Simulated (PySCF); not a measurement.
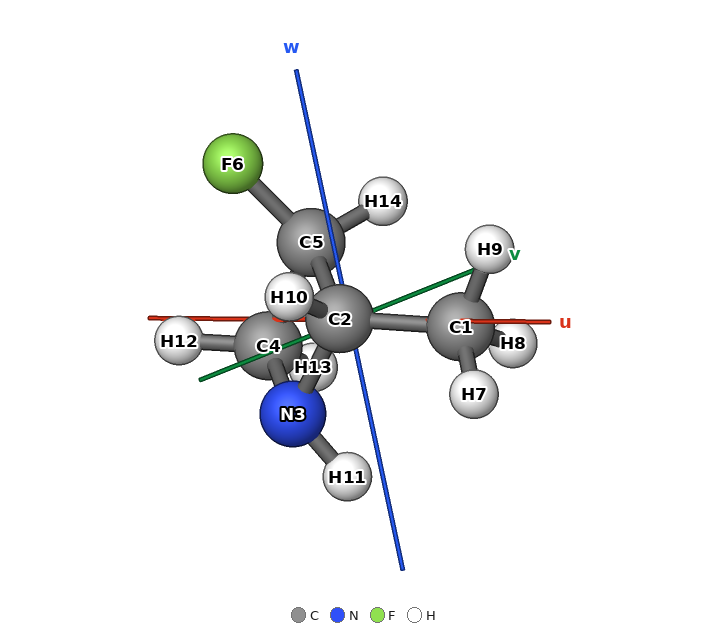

The lines u, v and w are the principal axes of the static dipole polarisability. The geometry was computed by an optimisation with PBE0-D3(BJ)/def2-SVP. No frequency run is at hand to confirm it as a minimum. Level of theory: PBE0/def2-SVPD (PySCF 2.14.0).

Along which axis is the molecule most polarisable, and along which least?

Answer. Most along u, least along v.

Give the three principal values.

Answer. u 62.2, v 50.6, w 55.3 bohr³; mean 56.0, anisotropy 10.1 bohr³.
